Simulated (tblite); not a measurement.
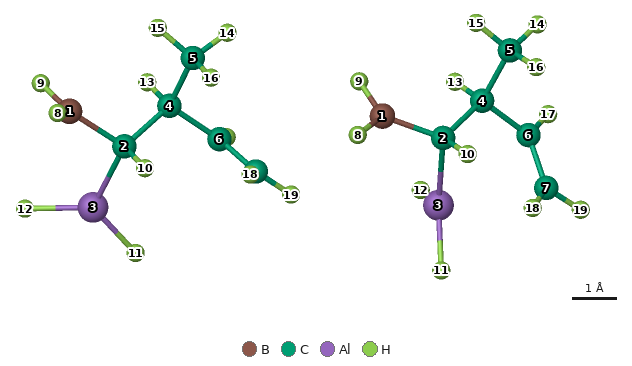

Two geometries of C$_{5}$H$_{12}$AlB, drawn at one scale. One is the start of a relaxation, the other its converged end. Style: ball-and-stick. Shown at a tilt.

Computed with tblite 0.8.0, GFN2-xTB geometry optimisation, gas phase. 

> Which geometry has the lower energy?

The right one is the relaxed one. The energy falls by 66.8 kJ/mol in 206 geometry steps. The largest move after the best rigid fit is that of H12, 2.09 Å. By element the largest moves are H 2.09 Å, C 0.80 Å, Al 0.71 Å, B 0.16 Å. Near-neighbour distances that change, for instance: Al3–C7 3.902 → 2.518 Å, Al3–C6 3.312 → 2.645 Å, B1–C2 1.597 → 1.525 Å, Al3–H12 1.610 → 1.554 Å. Among the angles between lasting bonds that change: Al3–C2–C4 113.1° → 94.2°, B1–C2–C4 112.2° → 118.8°, B1–C2–H10 107.6° → 114.0°. Groups turn about C2–Al3 by about 75°, C4–C6 by about 45°, B1–C2 by about 30°.
